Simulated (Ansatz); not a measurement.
**Abstraction of F: GeH3F + CH3 → GeH3 + CH3F**

Species: GeH3F `[F][GeH3]`, singlet; CH3 `[CH3]`, doublet; GeH3 `[GeH3]`, doublet; CH3F (fluoromethane) `CF`, singlet. A radical takes F: the energy is the difference in strength between the Ge–F bond broken and the C–F bond made.

Shapes, held fixed at every level: PBE0-D4/def2-TZVP. Programs: Ansatz 0.2.0. The zero-point and thermal change to 298 K, harmonic and unscaled (PBE0-D4/def2-TZVP), is +9.9 kJ/mol.

| level | kind | ΔH(298 K) (kJ/mol) | less CCSD(T)/def2-TZVPP |
| --- | --- | --- | --- |
| MP2/def2-TZVPP | perturbation theory | +75.0 | +2.4 |
| HF/def2-SVP | Hartree–Fock | +84.3 | +11.7 |
| PBE-D4/def2-TZVPP | GGA | +54.6 | -18.0 |
| BHLYP-D4/def2-TZVPP | global hybrid | +76.4 | +3.8 |
| CCSD(T)/def2-SVP | coupled cluster or CI | +61.6 | -11.0 |
| CCSD/def2-SVP | coupled cluster or CI | +63.8 | -8.8 |
| CCSD(T)/def2-TZVPP | coupled cluster or CI | +72.6 | 0.0 |

The highest level, CCSD(T)/def2-TZVPP, gives ΔH(298 K) = +72.6 kJ/mol; the levels span +54.6 to +84.3. The column of differences is taken from that level and isn't an error. No measured value is set beside it here. Open shells run unrestricted. Relativity is left out for Ge. Outer-core shells of Ge are correlated in most correlated rows, in sets that cover them unevenly.

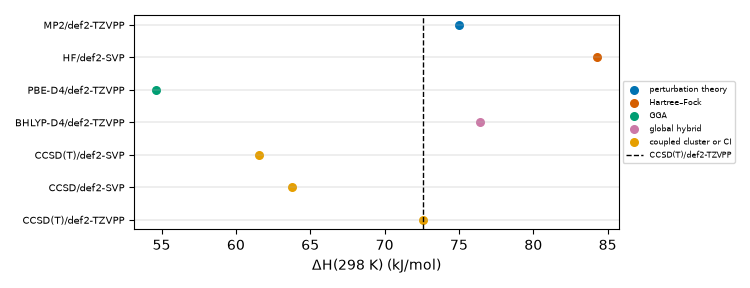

The values of the table, level by level.
